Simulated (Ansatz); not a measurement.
**GeSiH6O (SMILES [SiH3][O][GeH3]): PBE-QIDH/def2-SVP**

Aim: the vertical singlet–triplet gap of GeSiH6O at PBE-QIDH/def2-SVP, from 2 runs. 

The results are computed with Ansatz 0.2.0.

75 further runs of the same task are left out: 75 set aside as unsound or not needed.

**1. The system as given**

GeSiH6O: 9 atoms, total charge 0, spin state singlet. As SMILES, `[SiH3][O][GeH3]`. Geometry: relaxed at PBE0-D4/def2-TZVP.

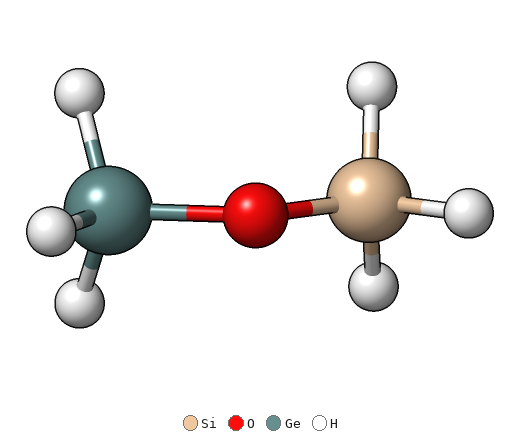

The structure, seen from a chosen angle (silicon light orange, oxygen red, germanium teal, hydrogen white).

**2. The energy at PBE-QIDH/def2-SVP**

Contents of input.yaml:

```yaml
crystal:
  periodic: [false, false, false]
  atoms:
    - {symbol: Si, position_ang: [-0.686600, 1.033100, -0.921400]}
    - {symbol: O, position_ang: [0.592700, 0.201900, -0.339400]}
    - {symbol: Ge, position_ang: [0.809800, -1.049500, 0.901700]}
    - {symbol: H, position_ang: [-1.697500, 0.113200, -1.514500]}
    - {symbol: H, position_ang: [-0.195800, 1.964800, -1.966700]}
    - {symbol: H, position_ang: [-1.355600, 1.810800, 0.159300]}
    - {symbol: H, position_ang: [2.310800, -1.355600, 0.917000]}
    - {symbol: H, position_ang: [-0.018800, -2.280500, 0.498400]}
    - {symbol: H, position_ang: [0.329300, -0.484400, 2.248700]}
basis:
  gaussian: {orbitals: def2-SVP}
hamiltonian: {xc: {name: PBE-QIDH}}
correlation: {frozen_orbitals: {Ge: 9, H: 0, O: 1, Si: 5}}
accuracy: high
output: {orbitals: {seedname: orbitals}}
```

On the command line:

```
ansatz run input.yaml --threads 1 --pin off --max-ram 3480MiB --events-out events.jsonl --progress --plain --runs-dir runs
```

Output:

```text
Warning: RAYON_NUM_THREADS=1 ignored (pool sized by the plan → 1); use --threads N
Functional definition: PBE-QIDH
  name "PBE-QIDH"
  parameter a = 3^(-1/3)
  parameter c = 1/3
  exchange = (1 - a)*pbe_x + a*exact_x
  correlation = (1 - c)*pbe_c + c*(mp2_os + mp2_ss)
2026 factors; integrals over basis functions are off by at most 1.0e-8 eV
mean field evaluation 1: about -66497.2176 eV, gradient 3.7e1 eV
mean field evaluation 2: about -66497.2610 eV, gradient 3.7e1 eV
mean field evaluation 4: about -66499.8003 eV, gradient 2.0e0 eV
mean field evaluation 8: about -66499.8151 eV, gradient 1.1e-1 eV
mean field evaluation 16: about -66499.8152 eV, gradient 5.1e-6 eV
mean field -66499.81515813 eV, -2443.8231318678 hartree, gradient 4.0e-8 eV, S^2 0.000000; 0 other end points of the search recorded, 0 dependent functions left out
15 core orbitals not correlated: weight in the atoms' cores, before any rotation towards them, 1.000 or more for the frozen orbitals, at most 0.000 for the correlated occupied ones
reference -66499.81515925 eV, -2443.8231319087 hartree; 15, 15 occupied and 64, 64 virtual orbitals, 2026 factors
second order -16.08609358 eV of doubles, -0.00000000 eV of singles
Total energy: -66505.17719044 eV, -2444.0201829205 hartree
```

Run time: 6.6 s. Hardware: 1 thread of Intel Xeon 6975P-C (Granite Rapids), shared host; peak memory 0.36 GiB.

**3. The triplet**

Changes to input.yaml since step 2:

```diff
@@ -14,2 +14,3 @@
   gaussian: {orbitals: def2-SVP}
+magnetization: {spin_polarized: true, initial_magnetization: 2}
 hamiltonian: {xc: {name: PBE-QIDH}}
```

On the command line:

```
ansatz run input.yaml --threads 1 --pin off --max-ram 3480MiB --events-out events.jsonl --progress --plain --runs-dir runs
```

Output (excerpt; [...] marks lines left out):

```text
Warning: RAYON_NUM_THREADS=1 ignored (pool sized by the plan → 1); use --threads N
Functional definition: PBE-QIDH
  name "PBE-QIDH"
[...]
2026 factors; integrals over basis functions are off by at most 1.0e-8 eV
[...]
mean field -66492.71150077 eV, -2443.5620772747 hartree, gradient 7.6e-8 eV, S^2 2.010835; 2 other end points of the search recorded, 0 dependent functions left out
15 core orbitals not correlated: weight in the atoms' cores, before any rotation towards them, 1.000 or more for the frozen orbitals, at most 0.000 for the correlated occupied ones
reference -66492.71150192 eV, -2443.5620773169 hartree; 16, 14 occupied and 63, 65 virtual orbitals, 2026 factors
second order -15.66579831 eV of doubles, -0.00000000 eV of singles
Total energy: -66497.93343469 eV, -2443.7539798066 hartree
```

It took 20 s on 1 thread of Intel Xeon 6975P-C (Granite Rapids), shared host; peak memory 0.52 GiB.

**4. Outcome**

At PBE-QIDH/def2-SVP, 15 core orbitals frozen:

| quantity | value |
| --- | --- |
| singlet: total energy | -2444.02018 Eh |
| singlet: HOMO energy (SCF part's orbitals) | -10.75 eV |
| singlet: LUMO energy (SCF part's orbitals) | 1.90 eV |
| singlet: HOMO–LUMO gap (SCF part's orbitals) | 12.65 eV |
| triplet: total energy | -2443.75398 Eh |
| triplet: HOMO energy (SCF part's orbitals) (highest over α and β) | -3.19 eV |
| triplet: ⟨S²⟩ | 2.011 |
| vertical energy of the triplet above the singlet | 7.244 eV |

What this shows: At this shape the triplet lies 7.24 eV (699 kJ/mol) above the singlet.
